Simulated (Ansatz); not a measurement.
```xyz
6

B    -0.0836   -0.1823    0.9041
F    -0.4378   -1.4890    0.7015
H     0.9147    0.2269    0.1760
H    -0.6316    0.6610    0.0778
O    -0.0214    0.3315    2.1984
H    -0.2547   -0.3492    2.8593
```

Computed with UKS revPBE-D4/def2-SVP (Ansatz).

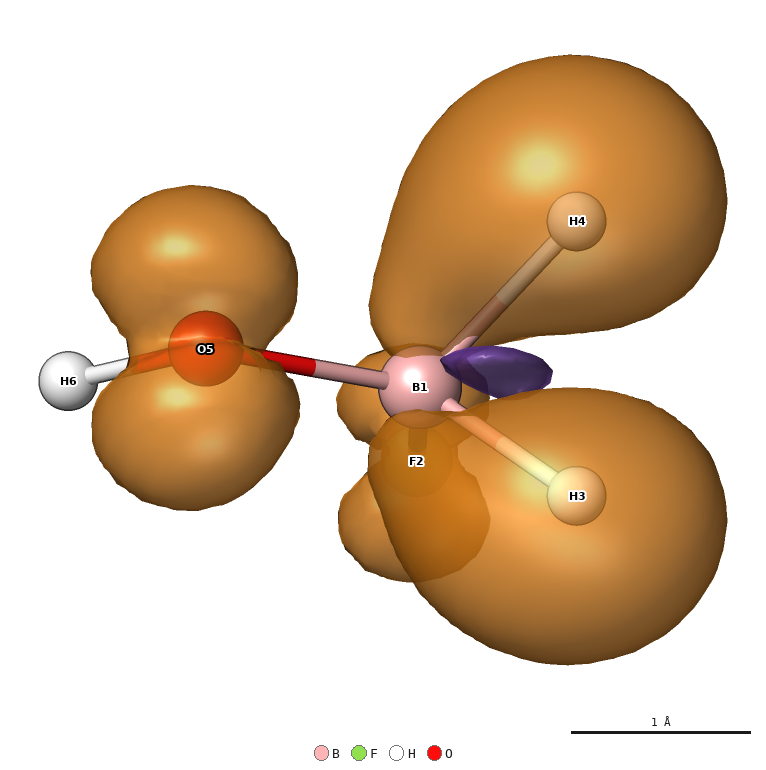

BFH3O (doublet). Isosurfaces of the spin density (α minus β) at +0.03 (orange) and −0.03 e/Å³ (purple), seen from one side.

### Describe the spin distribution.

The unpaired spin (1 electron) lies mostly on H3 (about 0.3), H4 (about 0.3), B1 (about 0.2) and O5 (about 0.2), in electrons by Hirshfeld's partition.
